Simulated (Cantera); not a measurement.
Feed: 1 mol C₂F₆, 0.35 mol H₂, 1.2 mol Si, equilibrated at 0.600 bar.

Equilibrium computed with Cantera from the NASA thermochemical tables; the gas is ideal and each condensed phase is pure. Candidate condensed phases: C, C₆H₆, C₇H₈, C₈H₁₈, Si, SiC; 113 gas species. The feed counts by its element totals alone. The tables' values for SiF₃ are old estimates; treat these amounts as uncertain. Gases not in the tables: C₂F₆ and larger saturated fluorocarbons. The numbers say what is thermodynamically allowed, not how fast it happens.

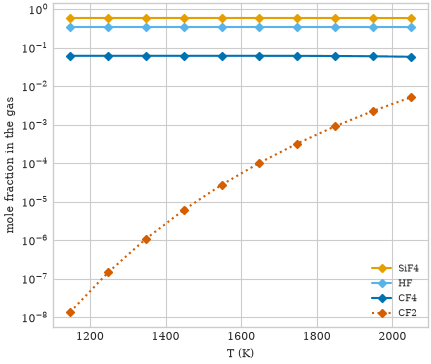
Figure. Equilibrium gas composition (values under 1e-9 drawn at 1e-9)

From 1148 K to 2048 K the condensed part is C(graphite). The main Si-bearing gas is SiF₄ throughout.
